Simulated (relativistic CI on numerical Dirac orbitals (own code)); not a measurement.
# Tc⁵⁺ (4d2) in crystal fields: levels and magnetism

How does a crystal field split the 4d2 shell of Tc⁵⁺, and what follows for the ground state and χT? 6 fields tried.

Method: Dirac-Coulomb-Breit CI, KLI orbitals optimised for each configuration, model QED (radiative potential, 1s self-energy scaled to tabulated hydrogen-like ionisation energies), valence Slater integrals scaled by 0.75, one configuration in a parametric crystal field. Code: relativistic CI on numerical Dirac orbitals (own code) version 1.

### Step 1. Starting point

* ion: Tc⁵⁺ (Tc VI)
* nuclear charge: 43
* electrons: 38
* open shell: 4d2
* Slater scale: 0.75
* field 1 (cm⁻¹): D4h, 10Dq = 42700, Ds = 950, Dt = -80
* field 2 (cm⁻¹): D4h, 10Dq = 42700, Ds = 1360, Dt = -80
* field 3 (cm⁻¹): D4h, 10Dq = 42700, Ds = 1770, Dt = -80
* field 4 (cm⁻¹): D4h, 10Dq = 42700, Ds = 2180, Dt = -80
* field 5 (cm⁻¹): D4h, 10Dq = 42700, Ds = 2590, Dt = -80
* field 6 (cm⁻¹): D4h, 10Dq = 42700, Ds = 3000, Dt = -80

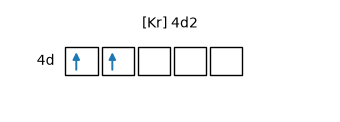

Outer shells as boxes.

### Step 2. Field 1: D4h, 10Dq = 42700, Ds = 950, Dt = -80

The run's settings:

```ini
atom Tc  Z=43  charge=5  electrons=38
nucleus A=97  rms_radius_fm=4.4112
hamiltonian dirac-coulomb  breit=on  qed=on  c_scale=1
orbitals kli  potential=per-configuration
slater_scale 0.75
correlation none
mixing on
configurations
  [Kr] 4d2
end
crystal_field D4h 10Dq=42700 Ds=950 Dt=-80
```

The program writes no log. Results of the run, from its result record (rounded, main fields):

```text
{
  "status": "converged",
  "cf_levels [E_cm, degeneracy, irrep, S_eff, L_eff, J_eff, g_principal]": [
    [0, 1, "A1", 0.9964, 2.801, 2.819, "-"],
    [146.4, 2, "E", 0.9977, 2.793, 2.914, "-"],
    [2671.7, 1, "B1", 0.9896, 2.826, 2.688, "-"],
    [2728.4, 1, "B2", 0.9919, 2.812, 2.728, "-"],
    [3644.2, 2, "E", 0.9984, 2.8, 3.192, "-"],
    [4216.9, 1, "A2", 0.9999, 2.796, 3.367, "-"],
    [4368.3, 1, "A1", 0.9973, 2.786, 3.528, "-"],
    [10711.2, 1, "B2", 0.02767, 3.175, 3.178, "-"],
    [10835.5, 1, "B1", 0.0331, 3.21, 3.211, "-"],
    [13915.6, 2, "E", 0.01526, 3.165, 3.168, "-"],
    [14374.8, 1, "A1", 0.01364, 3.189, 3.192, "-"],
    [27595.7, 1, "A1", 0.0151, 2.807, 2.815, "-"],
    [43055.3, 1, "B1", 1, 2.976, 3.035, "-"],
    [43255.2, 1, "B2", 0.9976, 2.986, 3.141, "-"],
    [43269, 2, "E", 0.9985, 2.951, 3.104, "-"],
    [43474, 1, "A2", 0.9992, 2.912, 3.233, "-"],
    [43494.9, 1, "A1", 0.9992, 2.909, 3.273, "-"],
    [44462.9, 2, "E", 0.997, 3.005, 3.367, "-"],
    "... 17 more rows left out ..."
  ],
  "chiT [K, cm3 K/mol]": [[2, 0.00993664], [5, 0.0248416], [10, 0.0496832], [20, 0.0993819], [50, 0.250623], [100, 0.441484], [200, 0.581786], [300, 0.633468]],
  "stabilisation [cm-1]": -32616.3,
  "radial 4d2 [Ha, bohr]": {"<r^-3>(4d)": 7.0386, "<r^1>(4d)": 1.3799, "<r^2>(4d)": 2.1963, "<r^4>(4d)": 7.7732, "F2(4d,4d)": 0.33679, "F4(4d,4d)": 0.22385, "zeta(4d)": 0.0053745},
  "n_levels_all": 35
}
```

Run time: 0.1 s. Hardware: 1 thread, shared host.

### Step 3. Field 2: D4h, 10Dq = 42700, Ds = 1360, Dt = -80

Settings: those of step 2 with these lines changed.

```diff
@@ -10,2 +10,2 @@
 end
-crystal_field D4h 10Dq=42700 Ds=950 Dt=-80
+crystal_field D4h 10Dq=42700 Ds=1360 Dt=-80
```

Results of the run:

```text
{
  "status": "converged",
  "cf_levels [E_cm, degeneracy, irrep, S_eff, L_eff, J_eff, g_principal]": [
    [0, 1, "A1", 0.9967, 2.795, 2.854, "-"],
    [135.8, 2, "E", 0.9981, 2.789, 2.944, "-"],
    [3800.3, 1, "B1", 0.9856, 2.832, 2.694, "-"],
    [3865.6, 1, "B2", 0.989, 2.814, 2.73, "-"],
    [4753.8, 2, "E", 0.9981, 2.803, 3.163, "-"],
    [5367, 1, "A2", 0.9999, 2.799, 3.369, "-"],
    [5469.4, 1, "A1", 0.9974, 2.79, 3.498, "-"],
    [10660.9, 1, "B2", 0.03563, 3.177, 3.18, "-"],
    [10791.8, 1, "B1", 0.04409, 3.207, 3.208, "-"],
    [15074.1, 2, "E", 0.01483, 3.163, 3.166, "-"],
    [15267.3, 1, "A1", 0.01318, 3.169, 3.173, "-"],
    [29014.8, 1, "A1", 0.01462, 2.829, 2.836, "-"],
    [43537.1, 1, "B1", 0.9999, 2.934, 3.032, "-"],
    [43655.4, 2, "E", 0.9985, 2.889, 3.063, "-"],
    "... 21 more rows left out ..."
  ],
  "chiT [K, cm3 K/mol]": [[2, 0.0122723], [5, 0.0306808], [10, 0.0613616], [20, 0.122756], [50, 0.307381], [100, 0.517488], [200, 0.653664], [300, 0.699743]],
  "stabilisation [cm-1]": -33368.6,
  "n_levels_all": 35
}
```

Wall time 0.1 s (1 thread, shared host).

### Step 4. Field 3: D4h, 10Dq = 42700, Ds = 1770, Dt = -80

Settings: those of step 3 with these lines changed.

```diff
@@ -10,2 +10,2 @@
 end
-crystal_field D4h 10Dq=42700 Ds=1360 Dt=-80
+crystal_field D4h 10Dq=42700 Ds=1770 Dt=-80
```

Results of the run:

```text
{
  "status": "converged",
  "cf_levels [E_cm, degeneracy, irrep, S_eff, L_eff, J_eff, g_principal]": [
    [0, 1, "A1", 0.9968, 2.791, 2.877, "-"],
    [126.9, 2, "E", 0.9984, 2.785, 2.962, "-"],
    [4938.4, 1, "B1", 0.979, 2.839, 2.703, "-"],
    [5015.6, 1, "B2", 0.9842, 2.817, 2.734, "-"],
    [5899.2, 2, "E", 0.998, 2.807, 3.146, "-"],
    [6536, 1, "A2", 0.9999, 2.802, 3.371, "-"],
    [6607.1, 1, "A1", 0.9975, 2.794, 3.477, "-"],
    [10636.7, 1, "B2", 0.04876, 3.178, 3.182, "-"],
    [10777.6, 1, "B1", 0.06189, 3.203, 3.203, "-"],
    [15986.5, 1, "A1", 0.01327, 3.147, 3.151, "-"],
    [16252.7, 2, "E", 0.0145, 3.162, 3.165, "-"],
    [30645.2, 1, "A1", 0.01408, 2.854, 2.86, "-"],
    [43866.5, 1, "A2", 0.9997, 2.73, 2.961, "-"],
    [43889.9, 1, "B1", 0.9998, 2.869, 3.022, "-"],
    "... 21 more rows left out ..."
  ],
  "chiT [K, cm3 K/mol]": [[2, 0.0142567], [5, 0.0356418], [10, 0.0712837], [20, 0.142625], [50, 0.354062], [100, 0.57307], [200, 0.701782], [300, 0.743028]],
  "stabilisation [cm-1]": -34140.8,
  "n_levels_all": 35
}
```

Run time: 0.1 s. Hardware: 1 thread, shared host.

### Step 5. Field 4: D4h, 10Dq = 42700, Ds = 2180, Dt = -80

Settings: those of step 4 with these lines changed.

```diff
@@ -10,2 +10,2 @@
 end
-crystal_field D4h 10Dq=42700 Ds=1770 Dt=-80
+crystal_field D4h 10Dq=42700 Ds=2180 Dt=-80
```

Results of the run:

```text
{
  "status": "converged",
  "cf_levels [E_cm, degeneracy, irrep, S_eff, L_eff, J_eff, g_principal]": [
    [0, 1, "A1", 0.9969, 2.787, 2.894, "-"],
    [120.1, 2, "E", 0.9986, 2.782, 2.973, "-"],
    [6070.5, 1, "B1", 0.9669, 2.851, 2.717, "-"],
    [6164.9, 1, "B2", 0.9753, 2.822, 2.739, "-"],
    [7063.6, 2, "E", 0.9979, 2.81, 3.135, "-"],
    [7715.5, 1, "A2", 0.9999, 2.805, 3.373, "-"],
    [7764.8, 1, "A1", 0.9975, 2.798, 3.462, "-"],
    [10635.4, 1, "B2", 0.07239, 3.178, 3.182, "-"],
    [10791.6, 1, "B1", 0.09286, 3.196, 3.194, "-"],
    [16557.2, 1, "A1", 0.01379, 3.125, 3.13, "-"],
    [17442.9, 2, "E", 0.01425, 3.16, 3.163, "-"],
    [32445.2, 1, "A1", 0.0136, 2.878, 2.884, "-"],
    [43867.6, 1, "A2", 0.9998, 2.63, 2.823, "-"],
    [43892, 1, "A1", 0.9982, 2.633, 2.884, "-"],
    "... 21 more rows left out ..."
  ],
  "chiT [K, cm3 K/mol]": [[2, 0.015925], [5, 0.0398126], [10, 0.0796253], [20, 0.159339], [50, 0.391932], [100, 0.614281], [200, 0.735574], [300, 0.773017]],
  "stabilisation [cm-1]": -34924.6,
  "n_levels_all": 35
}
```

It took 0.1 s on 1 thread, shared host.

### Step 6. Field 5: D4h, 10Dq = 42700, Ds = 2590, Dt = -80

Settings: those of step 5 with these lines changed.

```diff
@@ -10,2 +10,2 @@
 end
-crystal_field D4h 10Dq=42700 Ds=2180 Dt=-80
+crystal_field D4h 10Dq=42700 Ds=2590 Dt=-80
```

Results of the run:

```text
{
  "status": "converged",
  "cf_levels [E_cm, degeneracy, irrep, S_eff, L_eff, J_eff, g_principal]": [
    [0, 1, "A1", 0.997, 2.784, 2.906, "-"],
    [114.7, 2, "E", 0.9988, 2.779, 2.981, "-"],
    [7177.2, 1, "B1", 0.9419, 2.871, 2.742, "-"],
    [7297.7, 1, "B2", 0.9559, 2.83, 2.749, "-"],
    [8239, 2, "E", 0.9978, 2.814, 3.129, "-"],
    [8901, 1, "A2", 0.9999, 2.809, 3.375, "-"],
    [8934.1, 1, "A1", 0.9973, 2.802, 3.452, "-"],
    [10664.3, 1, "B2", 0.1201, 3.174, 3.178, "-"],
    [10844.9, 1, "B1", 0.1512, 3.181, 3.175, "-"],
    [17009.2, 1, "A1", 0.01473, 3.104, 3.11, "-"],
    [18640.5, 2, "E", 0.01406, 3.158, 3.161, "-"],
    [34376.2, 1, "A1", 0.01334, 2.901, 2.906, "-"],
    [43772.2, 1, "A2", 0.9998, 2.537, 2.7, "-"],
    [43797.7, 1, "A1", 0.9978, 2.542, 2.764, "-"],
    "... 21 more rows left out ..."
  ],
  "chiT [K, cm3 K/mol]": [[2, 0.0173284], [5, 0.0433211], [10, 0.0866423], [20, 0.173405], [50, 0.422691], [100, 0.645532], [200, 0.760327], [300, 0.794816]],
  "stabilisation [cm-1]": -35715.7,
  "n_levels_all": 35
}
```

It took 0.1 s on 1 thread, shared host.

### Step 7. Field 6: D4h, 10Dq = 42700, Ds = 3000, Dt = -80

Settings: those of step 6 with these lines changed.

```diff
@@ -10,2 +10,2 @@
 end
-crystal_field D4h 10Dq=42700 Ds=2590 Dt=-80
+crystal_field D4h 10Dq=42700 Ds=3000 Dt=-80
```

Results of the run:

```text
{
  "status": "converged",
  "cf_levels [E_cm, degeneracy, irrep, S_eff, L_eff, J_eff, g_principal]": [
    [0, 1, "A1", 0.9971, 2.78, 2.915, "-"],
    [110.5, 2, "E", 0.9989, 2.776, 2.986, "-"],
    [8218.7, 1, "B1", 0.8832, 2.911, 2.794, "-"],
    [8378.7, 1, "B2", 0.9042, 2.852, 2.775, "-"],
    [9421.2, 2, "E", 0.9978, 2.817, 3.125, "-"],
    [10090, 1, "A2", 0.9999, 2.813, 3.378, "-"],
    [10110, 1, "A1", 0.997, 2.806, 3.444, "-"],
    [10753.8, 1, "B2", 0.2295, 3.159, 3.16, "-"],
    [10972.3, 1, "B1", 0.2681, 3.147, 3.132, "-"],
    [17369.6, 1, "A1", 0.01617, 3.086, 3.093, "-"],
    [19842.9, 2, "E", 0.01392, 3.156, 3.16, "-"],
    [36405.9, 1, "A1", 0.01356, 2.921, 2.926, "-"],
    [43605.9, 1, "A2", 0.9999, 2.455, 2.596, "-"],
    [43632.9, 1, "A1", 0.9973, 2.462, 2.662, "-"],
    "... 21 more rows left out ..."
  ],
  "chiT [K, cm3 K/mol]": [[2, 0.0185141], [5, 0.0462852], [10, 0.0925704], [20, 0.185294], [50, 0.447843], [100, 0.669775], [200, 0.7791], [300, 0.811275]],
  "stabilisation [cm-1]": -36511.9,
  "n_levels_all": 35
}
```

It took 0.1 s on 1 thread, shared host.

### Step 8. Comparison of the fields

| field | ground state | degeneracy | S | J | first gap (cm⁻¹) | stabilisation (cm⁻¹) | χT at 2 K | χT at 300 K |
| --- | --- | --- | --- | --- | --- | --- | --- | --- |
| 1: D4h | A1 | 1 | 1.00 | 2.82 | 146 | -32616 | 0.010 | 0.633 |
| 2: D4h | A1 | 1 | 1.00 | 2.85 | 136 | -33369 | 0.012 | 0.700 |
| 3: D4h | A1 | 1 | 1.00 | 2.88 | 127 | -34141 | 0.014 | 0.743 |
| 4: D4h | A1 | 1 | 1.00 | 2.89 | 120 | -34925 | 0.016 | 0.773 |
| 5: D4h | A1 | 1 | 1.00 | 2.91 | 115 | -35716 | 0.017 | 0.795 |
| 6: D4h | A1 | 1 | 1.00 | 2.92 | 111 | -36512 | 0.019 | 0.811 |

χT is in cm³ K/mol; stabilisation counts from the free ion's lowest level; S and J come from the expectation values of their squares.

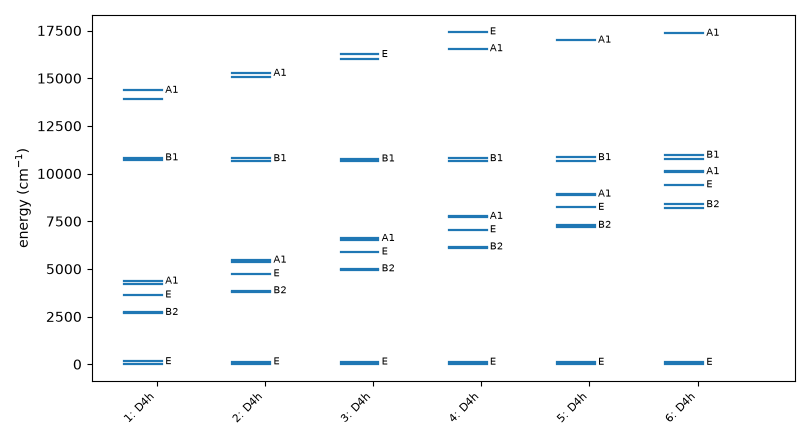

The lowest levels in each field.

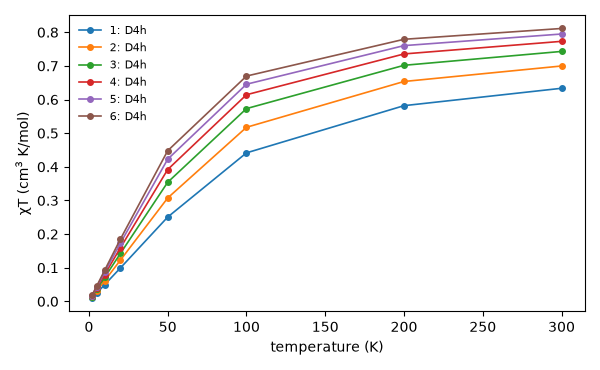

χT against temperature, by Van Vleck's formula.

### Step 9. Summary of results

```
                           quantity                                                 value
ground spin (effective S from ⟨S²⟩)  1: 1.00, 2: 1.00, 3: 1.00, 4: 1.00, 5: 1.00, 6: 1.00
                        χT at 300 K                                0.63 to 0.81 cm³ K/mol
```

All fields leave the ground state at S = 1. Fields 1, 2, 3, 4, 5, 6 leave a non-degenerate ground state well apart, so χT falls towards zero on cooling. The field is a set of parameters, without covalency or charge transfer.
